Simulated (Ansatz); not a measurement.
**Fields on a plane of LiTaO3 (LiNbO3 type, space group R3c)**

```xyz
10
Lattice="2.5959 1.4987 4.6407 -2.5959 1.4987 4.6407 0.0000 -2.9975 4.6407" Properties=species:S:1:pos:R:3 pbc="T T T"
Li     0.0000     0.0000     9.8243
Li     0.0000     0.0000     2.8633
Ta     0.0000     0.0000    13.7518
Ta     0.0000     0.0000     6.7908
O     -0.6322     1.4571     8.1503
O      1.5780    -0.1810     8.1503
O     -0.9457    -1.2761     8.1503
O      1.0179     1.3178     5.8299
O      0.6322    -1.5404     5.8299
O     -1.6502     0.2227     5.8299
```

The slice is a (-1 1 0 4) plane (indices of the conventional cell) through the point (0.488, 0.488, 0.488) (fractional), spanned by u = [1 0 -1] and v = [1 -1 1] in vectors of this cell: u (5.19 Å) and v (7.58 Å, at 90° to u). It covers one period; positions are fractions (u, v).

Atoms on it: Ta at (0.00, 0.50); Ta at (0.00, 0.00); O at (0.12, 0.26), 0.2 Å off the plane; O at (0.88, 0.76), 0.2 Å off the plane. Other atoms lie within 1 Å of the plane.

Calculation: PBE (plane waves to 420 eV, PAW, scalar-relativistic; Ansatz, a quantum-chemistry and plane-wave program). k mesh 8×8×8. Inside the PAW spheres the values are not all-electron values, and peaks at nuclei hang on which shells count as valence. LiTaO3 is run without spin polarisation. LiTaO3 was relaxed with its symmetry unable to fall. Spin-orbit coupling is left out, though Ta is heavy.

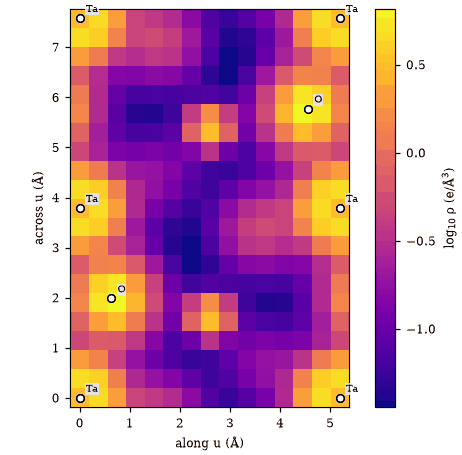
Figure: Log₁₀ of the valence density in e/Å³, one period of the plane, atoms marked. The scale is logarithmic, as a density can span decades between atoms and voids.

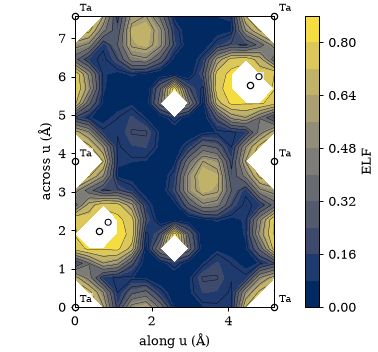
*Electron localisation function (ELF), one period of the plane, atoms marked. Points within 0.4 Å of a nucleus are left white, as the pseudised field means little there.*
